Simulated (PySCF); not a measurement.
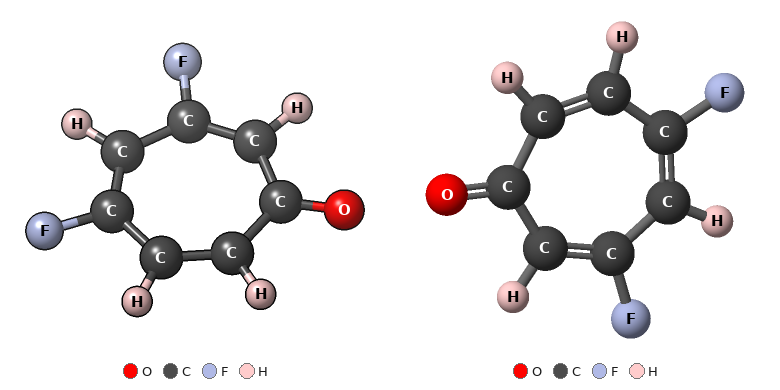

Two views of one molecule.

The geometry was computed by an optimisation with GFN2-xTB. No frequency run is at hand to confirm it as a minimum.

What does the picture show?

It has 14 atoms: 7 carbon, 4 hydrogen, 2 fluorine and 1 oxygen (C₇H₄F₂O). Its SMILES string is `O=c1ccc(F)cc(F)c1`. Independent rings (smallest set): 1 of 7 members, 1 of them aromatic. Among its groups: C–F bond. This geometry has Cs symmetry. All atoms lie on one plane. Coordination: 7 C trigonal planar.

More results for the same structure follow; atom numbers are the same in all pictures, views and colours differ.

### Electronic properties

No frequency run is at hand to confirm it as a minimum. Method: PBE0/def2-SVPD, gas phase (PySCF 2.14.0). Excitations: vertical, linear response.

**Estimate the mean static polarisability.**

88.3 bohr³.

**Estimate the lowest vertical singlet excitation.**

3.48 eV.

**Estimate the dipole moment.**

3.17 D.

**Give the LUMO energy (Kohn–Sham orbital) at this level.**

−2.86 eV.

### Charges

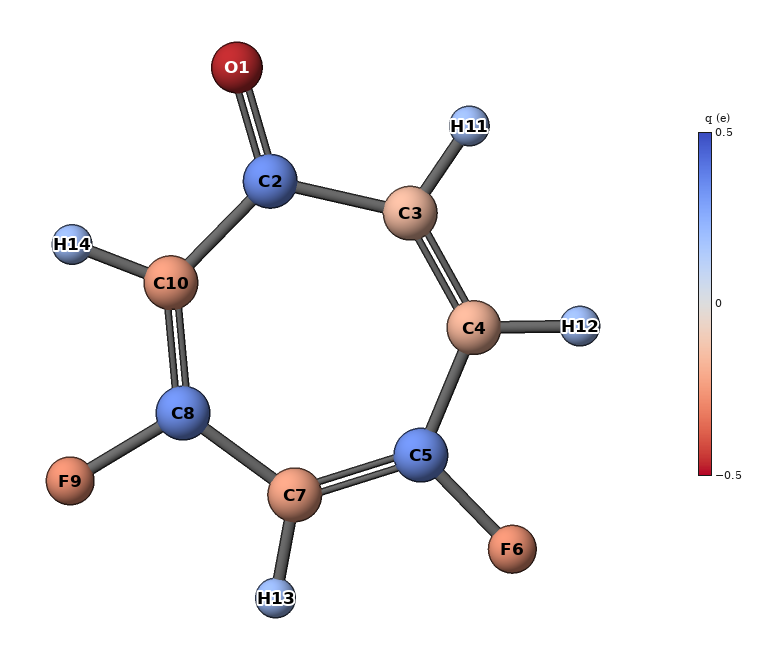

Atoms are coloured by their IAO charges. No frequency run is at hand to confirm it as a minimum. Properties computed with PBE0/pcSseg-1, gas phase (PySCF 2.14.0).

List the IAO charges.

| atom | value (e) |
| --- | --- |
| O1 | −0.46 |
| C2 | 0.33 |
| C3 | −0.14 |
| C4 | −0.17 |
| C5 | 0.32 |
| F6 | −0.26 |
| C7 | −0.22 |
| C8 | 0.32 |
| F9 | −0.26 |
| C10 | −0.23 |
| H11 | 0.18 |
| H12 | 0.18 |
| H13 | 0.20 |
| H14 | 0.19 |

### Bond orders

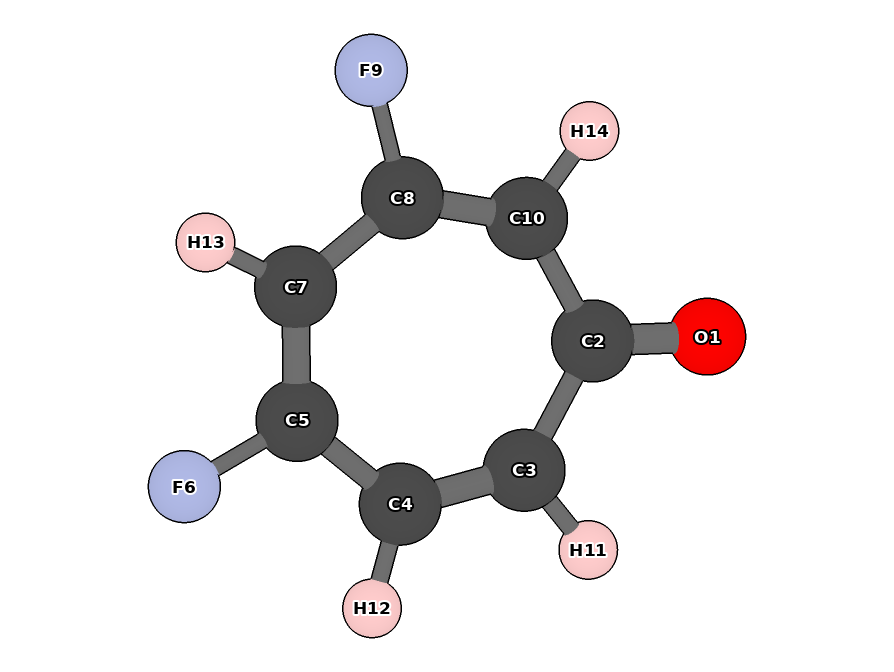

The thickness of each stick grows with its Mayer bond order. No frequency run is at hand to confirm it as a minimum. Level of theory: PBE0/pcSseg-1 (PySCF 2.14.0).

List the Mayer bond orders of O1–C2, C2–C3, C2–C10, C3–C4, C3–H11, C4–C5, C4–H12, C5–F6, C5–C7, C7–C8, C7–H13, C8–F9, C8–C10, C10–H14.

```csv
bond,Mayer order,length (Å)
O1–C2,1.79,1.221
C2–C3,1.10,1.468
C2–C10,1.10,1.459
C3–C4,1.66,1.347
C3–H11,0.93,1.084
C4–C5,1.21,1.423
C4–H12,0.92,1.084
C5–F6,0.83,1.346
C5–C7,1.59,1.353
C7–C8,1.19,1.419
C7–H13,0.91,1.082
C8–F9,0.81,1.350
C8–C10,1.58,1.350
C10–H14,0.92,1.084
```
